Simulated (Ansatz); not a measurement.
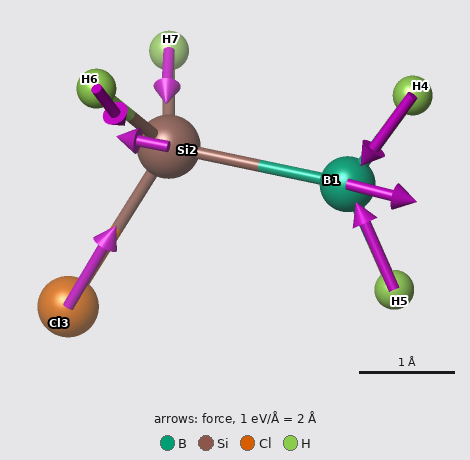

Starting geometry of BSiH₄Cl with the computed forces as purple arrows. The picture is a ball-and-stick view, seen at a tilt.

The start comes from PBE-D4/def2-SVP.

Level of theory: RKS PBE0-D4/def2-TZVP in Ansatz.

Input
```yaml
crystal:
  periodic: [false, false, false]
  atoms:
    - {symbol: B, position_ang: [-1.021591, 0.005987, -0.692341]}
    - {symbol: Si, position_ang: [0.631466, -0.100099, 0.444679]}
    - {symbol: Cl, position_ang: [1.816311, 1.623960, 0.380076]}
    - {symbol: H, position_ang: [-1.755364, -0.966237, -0.718187]}
    - {symbol: H, position_ang: [-1.331042, 0.980501, -1.348658]}
    - {symbol: H, position_ang: [0.239564, -0.345025, 1.881453]}
    - {symbol: H, position_ang: [1.481955, -1.267187, 0.007179]}
basis:
  gaussian: {orbitals: def2-TZVP}
hamiltonian: {xc: pbe0, dispersion: d4}
relax: {f_tol: 0.005, max_steps: 150}
```

Command:
```bash
ansatz run in.yaml --threads 2 --pin off --events-out ev --progress --plain --max-ram 4352MiB
```

Q: Is this structure relaxed? If not, where do the atoms go?

A: It isn't relaxed: the largest force vector, on Cl3, is 0.52 eV/Å. The final displacements follow the starting forces only in part (cosine between the two patterns 0.81). The atom that moves furthest after the best rigid fit is Cl3 (0.036 Å). By element the largest moves are Cl 0.036 Å, H 0.028 Å, Si 0.007 Å, B 0.004 Å. Some distances before and after: Si2–Cl3 2.093 → 2.064 Å, B1–H5 1.215 → 1.193 Å, B1–H4 1.218 → 1.197 Å, Si2–H6 1.509 → 1.488 Å. The energy falls by 2.67 kJ/mol in 3 geometry steps. Largest force component: 0.44 eV/Å at the start, 0.0034 eV/Å at the end.
